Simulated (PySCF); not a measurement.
## Electronic structure of C$_{8}$H$_{14}$OSi (SMILES C1=C[Si]2(CC1)CCOCC2) in real space

```json
{"atom": "C", "x (Å)": "2.8342", "y (Å)": "0.3957", "z (Å)": "0.5961"}
{"atom": "C", "x (Å)": "1.7377", "y (Å)": "0.6114", "z (Å)": "1.3104"}
{"atom": "Si", "x (Å)": "0.2070", "y (Å)": "0.1710", "z (Å)": "0.3230"}
{"atom": "C", "x (Å)": "1.2463", "y (Å)": "-0.1545", "z (Å)": "-1.2519"}
{"atom": "C", "x (Å)": "2.7128", "y (Å)": "-0.1464", "z (Å)": "-0.7931"}
{"atom": "C", "x (Å)": "-0.7896", "y (Å)": "-1.3331", "z (Å)": "0.9425"}
{"atom": "C", "x (Å)": "-2.1350", "y (Å)": "-1.3693", "z (Å)": "0.2170"}
{"atom": "O", "x (Å)": "-2.8809", "y (Å)": "-0.1829", "z (Å)": "0.3429"}
{"atom": "C", "x (Å)": "-2.3975", "y (Å)": "0.8989", "z (Å)": "-0.4159"}
{"atom": "C", "x (Å)": "-1.1211", "y (Å)": "1.5260", "z (Å)": "0.1439"}
{"atom": "H", "x (Å)": "3.8354", "y (Å)": "0.5707", "z (Å)": "0.9682"}
{"atom": "H", "x (Å)": "1.7827", "y (Å)": "0.9831", "z (Å)": "2.3196"}
{"atom": "H", "x (Å)": "1.0902", "y (Å)": "0.6348", "z (Å)": "-1.9864"}
{"atom": "H", "x (Å)": "1.0103", "y (Å)": "-1.0934", "z (Å)": "-1.7488"}
{"atom": "H", "x (Å)": "3.3369", "y (Å)": "0.4388", "z (Å)": "-1.4734"}
{"atom": "H", "x (Å)": "3.1178", "y (Å)": "-1.1629", "z (Å)": "-0.7962"}
{"atom": "H", "x (Å)": "-0.2757", "y (Å)": "-2.2786", "z (Å)": "0.7757"}
{"atom": "H", "x (Å)": "-0.9759", "y (Å)": "-1.2487", "z (Å)": "2.0126"}
{"atom": "H", "x (Å)": "-1.9717", "y (Å)": "-1.5907", "z (Å)": "-0.8498"}
{"atom": "H", "x (Å)": "-2.7774", "y (Å)": "-2.1495", "z (Å)": "0.6371"}
{"atom": "H", "x (Å)": "-2.2220", "y (Å)": "0.5733", "z (Å)": "-1.4537"}
{"atom": "H", "x (Å)": "-3.2151", "y (Å)": "1.6266", "z (Å)": "-0.4163"}
{"atom": "H", "x (Å)": "-1.3479", "y (Å)": "1.9612", "z (Å)": "1.1164"}
{"atom": "H", "x (Å)": "-0.8132", "y (Å)": "2.3384", "z (Å)": "-0.5125"}
```

Geometry: GFN2-xTB.

Theory: PBE0/pcSseg-1, SCF density, gas phase, non-relativistic (PySCF 2.14.0).

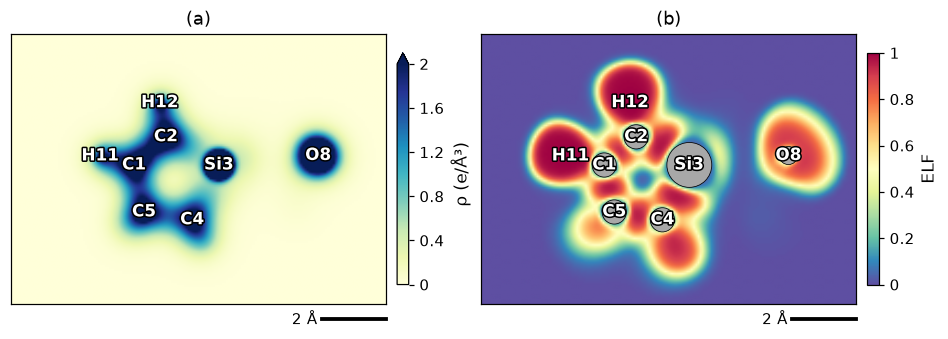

Figure 1. (a) total electron density; (b) ELF on the plane of atoms Si3, C2 and H12. Grey discs cover the atomic cores in the ELF map.

### Describe what can be read from this map.

The section cuts through C, Si, O and H sites. C–C (1.33 Å): ρ is about 2.3 e/Å³ halfway; the ELF peaks at about 0.90 between the atoms; a short, multiple covalent bond. C–Si (1.87 Å): the density is about 0.94 e/Å³ at the midpoint; the ELF peaks at about 0.95 between the atoms, as expected for a shared electron pair. C–H (1.08 Å): ρ at the midpoint is about 2 e/Å³; the ELF climbs to about 1 towards the hydrogen, as it does in any bond to H: an ordinary covalent bond to hydrogen. C–C (1.50 Å): ρ at the midpoint is about 1.7 e/Å³; the ELF peaks at about 0.95 between the atoms: a shared electron pair. C–C (1.54 Å): ρ is about 1.6 e/Å³ halfway; the ELF peaks at about 0.95 between the atoms; localised, covalent bonding. The ELF also peaks beside O8, away from the bonds: lone-pair regions.

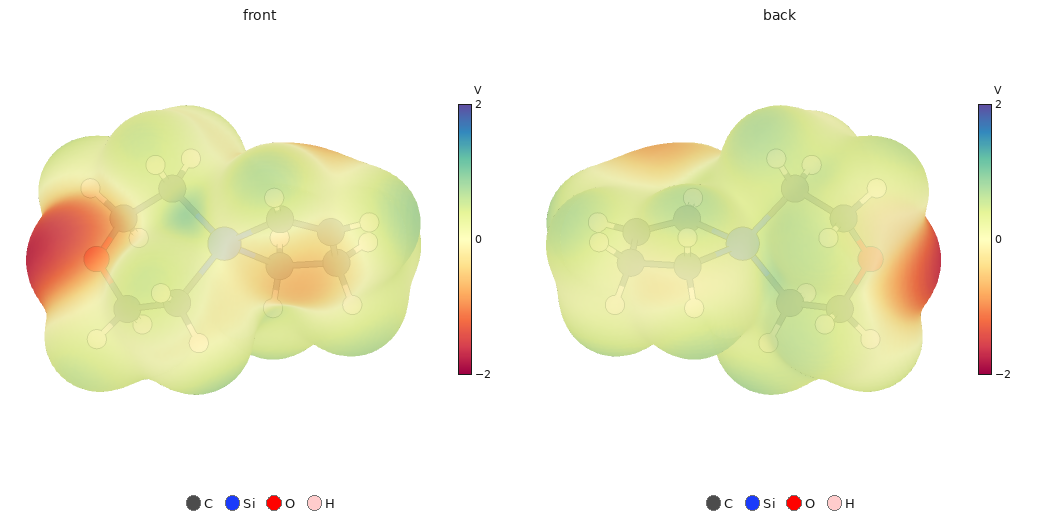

Figure 2. The electrostatic potential painted on the density surface at 0.002 e/bohr³, seen from the front and from behind; red is negative and blue positive.

### Which sites attract a positive test charge, and which a negative one?

A positive charge is drawn to the negative regions and a negative charge to the positive ones. The most negative region (about −1.6 V) lies over O8, the most positive (about +0.7 V) over Si3, H11, H17 and H24. O8 is the likeliest acceptor of a hydrogen bond.

### How polar is the molecule by this calculation?

Its dipole moment is 1.63 D.
